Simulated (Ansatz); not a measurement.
Cost and result by functional for the adsorption energy of Cl on the 1x1 (100) surface of fcc Cu, one in a 2x2 cell, started at the site 'bridge Cu-Cu (span 2.6 Å)', in Ansatz (plane waves, PAW). Single points on the PBE structure, on one kind of machine; costs are rough ratios of the slab run's core time (references not counted) to the cheapest single point. r2SCAN's cost holds its higher cutoff (500 against 420 eV). Differences are taken against r2SCAN for comparison alone: no measured value is at hand, so the table doesn't rank accuracy.

Set-up: 17 atoms, 5.3 Å thick at the start under the adsorbate (thin: gaps and levels are the slab's own); mesh 6x6x1; 0.1 eV smearing; dipole correction on; 8 atoms held, the rest relaxed; symmetry of the start imposed; no spin, no spin-orbit, no U, no dispersion correction. At the end it is bonded to 2 Cu. In PBE this state lies 0.06 eV over the lowest of the starts that converged ('hollow Cu-Cu-Cu-Cu over Cu at depth 1.8 Å'). These notes are the PBE run's. Adsorption energies are against ½ Cl2(g). A negative adsorption energy means that the adsorbate is more stable on the surface than in its reference.

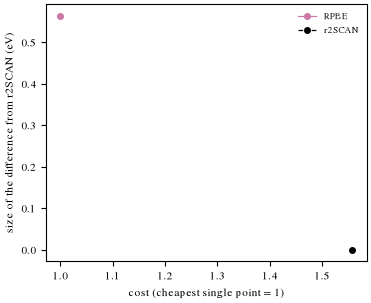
*Difference from r2SCAN against cost*

| functional | relative cost | adsorption energy (eV) | less r2SCAN (eV) |
|---|---|---|---|
| RPBE | 1 | -1.72 | 0.56 |
| r2SCAN | 2 | -2.28 | 0.00 |
| PBE (the relaxed run's value) | – | -1.90 | 0.38 |

The values span 0.56 eV, while the single points' costs differ by a factor of roughly 2. Differences are of unrounded values.

Ansatz is a program for electronic structure.
